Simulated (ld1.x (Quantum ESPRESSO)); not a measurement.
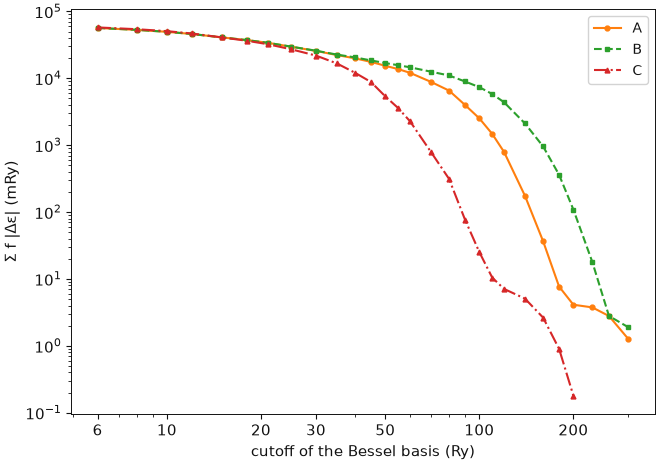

The occupation-weighted error of the valence levels in a spherical-Bessel basis for 3 variants of one potential.

Base settings:

Input of ld1.x (Quantum ESPRESSO) 7.5:

```
 &input
   title='Zn', zed=30., rel=1, dft='PBESOL', iswitch=3,
   config='[Ar] 3d9 4s0 4p0',
   nld=3, rlderiv=2.05, eminld=-11.0, emaxld=5.0, deld=0.04
 /
 &inputp
   pseudotype=2, tm=.true., lloc=1,
   nlcc=.true., rcore=0.85,
   file_pseudopw='Zn.UPF', file_wfcaegen='ae.wfc', file_wfcncgen='nc.wfc', file_beta='beta', file_chi='chi'
 /
3
4S  1  0   0.00   0.00  1.90  1.90  0.0
3D  3  2   9.00   0.00  1.20  1.20  0.0
3P  2  1   6.00   0.00  1.15  1.15  0.0
 &test
   configts(1)='3p6 3d9 4s0 4p0'
 /
```

Launched with:
```bash
ld1.x < Zn.in > Zn.out
```

Functional and relativity: PBEsol, scalar-relativistic.

Question: Match the curves to these variants:
1. base
2. all radii scaled by 1.42 (s 2.70, p 1.64, d 1.70 bohr)
3. waves 3d (bound): rc 0.94 bohr

Answer: A = 1, B = 3, C = 2.

Question: What did the other tests of these runs give?

Answer: A: loose cutoff 180 Ry; bound ghosts s; largest test error -123 meV. B: loose cutoff 260 Ry; bound ghosts s; largest test error +81 meV. C: loose cutoff 120 Ry; bound ghosts s; largest test error -548 meV. The loose cutoff is the first of the cutoffs, on a coarse ladder, from which the occupation-weighted sum of valence levels, in a spherical-Bessel basis at the reference potential, stays within 10 and 1 mRy of its value at 400 Ry.
